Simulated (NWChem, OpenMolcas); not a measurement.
**How basis sets differ on CH3BO (Borane carbonyl)**

The species is CH3BO (6 atoms), meant as a singlet with charge 0. SMILES: `[BH3-]C#[O+]`. Geometry: relaxed at PBE0-D4/def2-TZVP.

```xyz
6

B    -0.2752    0.4197   -0.1999
C     0.4942   -0.7557    0.3593
O     1.0683   -1.6311    0.7763
H    -1.4371    0.1217   -0.0503
H     0.0695    0.4851   -1.3568
H     0.0803    1.3602    0.4715
```

Each level gives the HOMO–LUMO gap (eV). The values are calculated.

| level | kind | program | value (eV) |
| --- | --- | --- | --- |
| HF/STO-3G | Hartree–Fock | OpenMolcas | 16.62 |
| HF/3-21G | Hartree–Fock | NWChem | 15.53 |
| HF/def2-SVP | Hartree–Fock | NWChem | 15.61 |
| HF/def2-TZVP | Hartree–Fock | OpenMolcas | 15.61 |

The values span 15.53 to 16.62 eV. A Hartree–Fock LUMO above zero doesn't converge with the basis: it sinks as sets grow more diffuse. Orbital gaps aren't excitation energies.

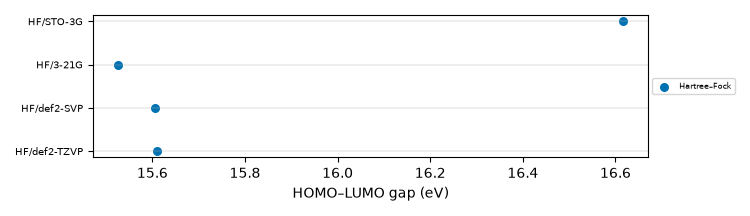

The values of the table, level by level.
